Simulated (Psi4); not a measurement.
# PBE/cc-pVTZ run of SiHCl (SMILES [SiH]Cl)

Aim: the vertical singlet–triplet gap of SiHCl at PBE/cc-pVTZ, from 2 runs. 

The calculation is run with Psi4 1.11.

5 further runs of the same task are left out: 3 that didn't finish, 2 set aside as unsound or not needed.

### 1 Starting point

SiHCl: 3 atoms, total charge 0, spin state singlet. SMILES: `[SiH]Cl`. The shape is that of a PBE0-D4/def2-TZVP optimisation.

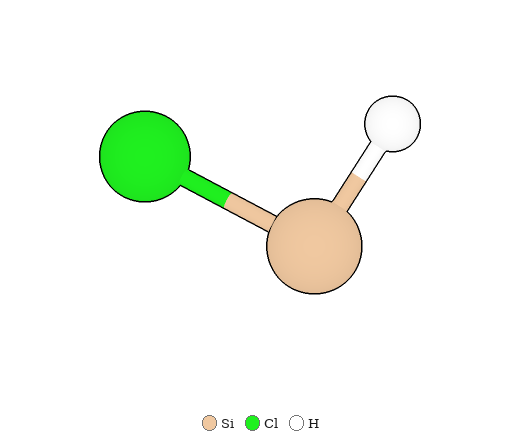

Viewed from a chosen angle; silicon light orange, chlorine green, hydrogen white.

### 2 Energy and gradient at PBE/cc-pVTZ

Input file job.json:

```json
{
 "schema_name": "qcschema_input",
 "schema_version": 1,
 "molecule": {
  "schema_name": "qcschema_molecule",
  "schema_version": 2,
  "symbols": ["Si", "Cl", "H"],
  "geometry": [-1.03613683, 1.07897693, -0.44202584, 2.41019449, 0.66673317, 1.39127306, -1.37407656, -1.7457101, -0.94924723],
  "molecular_charge": 0,
  "molecular_multiplicity": 1,
  "fix_symmetry": "c1",
  "fix_com": true,
  "fix_orientation": true
 },
 "driver": "gradient",
 "model": {
  "method": "pbe",
  "basis": "cc-pVTZ"
 },
 "keywords": {
  "puream": true,
  "e_convergence": 1e-09,
  "d_convergence": 1e-08,
  "scf_type": "pk",
  "dft_radial_points": 99,
  "dft_spherical_points": 590,
  "scf_properties": ["LOWDIN_CHARGES", "MULLIKEN_CHARGES", "WIBERG_LOWDIN_INDICES"]
 }
}
```

The run is started by

```console
$ psi4 --qcschema job.json -n 1 --memory 2200MB
```

stdout:

```text
[...]
  Running in c1 symmetry.
[...]
  Nuclear repulsion =   68.835516131216565
[...]
  Multiplicity = 1
[...]
  Nalpha       = 16
  Nbeta        = 16
[...]
    Number of basis functions: 82
[...]
   @RKS iter   1:  -749.91700509174882   -1.93072e-01   4.33912e-03 DIIS/ADIIS
[...]
   @RKS iter  11:  -749.97340374942917   -4.54747e-13   3.66947e-09 DIIS
[...]
    Orbital Energies [Eh]
    ---------------------
    Doubly Occupied:
       1A   -100.705081     2A    -65.481702     3A     -9.190019
       4A     -7.011094     5A     -7.008655     6A     -7.004958
       7A     -5.102210     8A     -3.519191     9A     -3.513402
      10A     -3.507425    11A     -0.761286    12A     -0.463484
      13A     -0.343388    14A     -0.317002    15A     -0.304162
      16A     -0.216587
[...]
  @RKS Final Energy:  -749.97340374942917
   => Energetics <=
    Nuclear Repulsion Energy =             68.8355161312165649
    One-Electron Energy =               -1173.9560629921472810
    Two-Electron Energy =                 404.2573978218541697
    DFT Exchange-Correlation Energy =     -49.1102547103525424
    Empirical Dispersion Energy =           0.0000000000000000
    VV10 Nonlocal Energy =                  0.0000000000000000
    Total Energy =                       -749.9734037494291670
[...]
 Multipole Moments:
 ------------------------------------------------------------------------------------
     Multipole            Electronic (a.u.)      Nuclear  (a.u.)        Total (a.u.)
 ------------------------------------------------------------------------------------
 L = 1.  Multiply by 2.5417464519 to convert [e a0] to [Debye]
 Dipole X            :        -25.3721830           25.0933142           -0.2788689
 Dipole Y            :        -24.7512359           24.6944308           -0.0568051
 Dipole Z            :        -16.6726838           16.5140330           -0.1586508
 Magnitude           :                                                    0.3258293
[...]
  Mulliken Charges: (a.u.)
   Center  Symbol    Alpha    Beta     Spin     Total
       1    SI     6.89067  6.89067  0.00000  0.21866
       2    CL     8.58533  8.58533  0.00000 -0.17066
       3     H     0.52400  0.52400  0.00000 -0.04799
   Total alpha = 16.00000, Total beta = 16.00000, Total charge = -0.00000
  Lowdin Charges: (a.u.)
   Center  Symbol    Alpha    Beta     Spin     Total
       1    SI     7.00603  7.00603  0.00000 -0.01205
       2    CL     8.41676  8.41676  0.00000  0.16649
       3     H     0.57722  0.57722  0.00000 -0.15444
[...]
  -Total Gradient:
     Atom            X                  Y                   Z
    ------   -----------------  -----------------  -----------------
       1        0.007083415793    -0.005904461507     0.003190090286
       2       -0.007656157348     0.000933213043    -0.004070755523
       3        0.000574160085     0.004971515901     0.000881469790
[...]
```

The result, in JSON:

```text
{
 "driver": "gradient",
 "model": {
  "method": "pbe",
  "basis": "cc-pVTZ"
 },
 "success": true,
 "return_result": [0.007083415793262465, -0.0059044615072051665, 0.003190090286254832, -0.00765615734815267, 0.0009332130429971323, -0.004070755523069083, 0.0005741600851109571, 0.00497151590055793, 0.000881469789508045],
 "properties": {
  "calcinfo_nbasis": 82,
  "calcinfo_nmo": 82,
  "calcinfo_nalpha": 16,
  "calcinfo_nbeta": 16,
  "calcinfo_natom": 3,
  "nuclear_repulsion_energy": 68.83551613121656,
  "return_energy": -749.9734037494292,
  "return_gradient": [0.007083415793262465, -0.0059044615072051665, 0.003190090286254832, -0.00765615734815267, 0.0009332130429971323, -0.004070755523069083, 0.0005741600851109571, 0.00497151590055793, 0.000881469789508045],
  "scf_one_electron_energy": -1173.9560629921473,
  "scf_two_electron_energy": 404.25739782185417,
  "scf_xc_energy": -49.11025471035254,
  "scf_dipole_moment": [-0.2788688519544422, -0.056805123707231786, -0.15865081656001934],
  "scf_total_energy": -749.9734037494292,
  "scf_total_gradient": [0.007083415793262465, -0.0059044615072051665, 0.003190090286254832, -0.00765615734815267, 0.0009332130429971323, -0.004070755523069083, 0.0005741600851109571, 0.00497151590055793, 0.000881469789508045],
  "scf_iterations": 11
 }
}
```

Wall time 67 s (1 thread of Intel Xeon at 2.50GHz (Skylake/Cascade Lake), shared host); peak memory 0.87 GiB.

### 3 The triplet: a single-point energy at UPBE/cc-pVTZ

Input file clhsi.py:

```python
import psi4

psi4.set_memory('2200 MB')
psi4.set_num_threads(1)
psi4.core.set_output_file('run.log', False)

m = psi4.geometry("""
0 3
Si    -1.03613683     1.07897693    -0.44202584
Cl     2.41019449     0.66673317     1.39127306
H     -1.37407656    -1.74571010    -0.94924723
units au
symmetry c1
no_reorient
no_com
""")

psi4.set_options({
    'reference': 'uks',
    'puream': True,
    'e_convergence': 1e-09,
    'd_convergence': 1e-08,
    'scf_type': 'pk',
    'dft_radial_points': 99,
    'dft_spherical_points': 590,
    'maxiter': 100,
})

E, wfn = psi4.energy("pbe/cc-pVTZ", return_wfn=True)
print(f'pbe/cc-pVTZ energy: {E:.10f} Eh')
```

The run is started by

```console
$ python clhsi.py
```

run.log:

```text
[...]
  Running in c1 symmetry.
[...]
  Nuclear repulsion =   68.835516131216565
[...]
  Multiplicity = 3
[...]
  Nalpha       = 17
  Nbeta        = 15
[...]
    Number of basis functions: 82
[...]
   @UKS iter   1:  -749.85755972390132   -1.33626e-01   4.34334e-03 DIIS/ADIIS
[...]
   @UKS iter  12:  -749.91856645509370   -5.57066e-12   9.90673e-09 DIIS
[...]
   @S^2 Observed:                2.003053676E+00
[...]
    Orbital Energies [Eh]
    ---------------------
    Alpha Occupied:
       1A   -100.709034     2A    -65.485750     3A     -9.193361
       4A     -7.015946     5A     -7.010249     6A     -7.009467
       7A     -5.108047     8A     -3.521223     9A     -3.519533
      10A     -3.518552    11A     -0.765166    12A     -0.481005
      13A     -0.359637    14A     -0.317157    15A     -0.316010
      16A     -0.258406    17A     -0.163507
    Alpha Virtual:
      18A     -0.052849    19A      0.000577    20A      0.108426
      21A      0.131062    22A      0.139220    23A      0.153524
      24A      0.166929    25A      0.180617    26A      0.203441
[...]
  @UKS Final Energy:  -749.91856645509370
   => Energetics <=
    Nuclear Repulsion Energy =             68.8355161312165649
    One-Electron Energy =               -1173.7943144194630349
    Two-Electron Energy =                 404.1501311942313350
    DFT Exchange-Correlation Energy =     -49.1098993610785115
    Empirical Dispersion Energy =           0.0000000000000000
    VV10 Nonlocal Energy =                  0.0000000000000000
    Total Energy =                       -749.9185664550936963
[...]
 Multipole Moments:
 ------------------------------------------------------------------------------------
     Multipole            Electronic (a.u.)      Nuclear  (a.u.)        Total (a.u.)
 ------------------------------------------------------------------------------------
 L = 1.  Multiply by 2.5417464519 to convert [e a0] to [Debye]
 Dipole X            :        -25.4632938           25.0933142           -0.3699796
 Dipole Y            :        -24.6365085           24.6944308            0.0579223
 Dipole Z            :        -16.7092843           16.5140330           -0.1952513
 Magnitude           :                                                    0.4223304
[...]
```

The script printed:

```text
pbe/cc-pVTZ energy: -749.9185664551 Eh
```

Wall time 36 s (1 thread of Intel Xeon at 2.50GHz (Skylake/Cascade Lake), shared host); peak memory 0.87 GiB.

### 4 Summary of results

Level: PBE/cc-pVTZ.

```
                                        quantity          value
                           singlet: total energy  -749.97340 Eh
                          singlet: dipole moment         0.83 D
                            singlet: HOMO energy       -5.89 eV
                            singlet: LUMO energy       -3.81 eV
                          singlet: HOMO–LUMO gap        2.08 eV
               singlet: largest force on an atom     0.502 eV/Å
                           triplet: total energy  -749.91857 Eh
                          triplet: dipole moment         1.07 D
     triplet: HOMO energy (highest over α and β)       -4.45 eV
                                   triplet: ⟨S²⟩          2.003
vertical energy of the triplet above the singlet       1.492 eV
```

**Reading.** At this shape the triplet lies 1.49 eV (144 kJ/mol) above the singlet. The largest force (singlet) is 0.50 eV/Å: the shape isn't a stationary point for this species at this level.
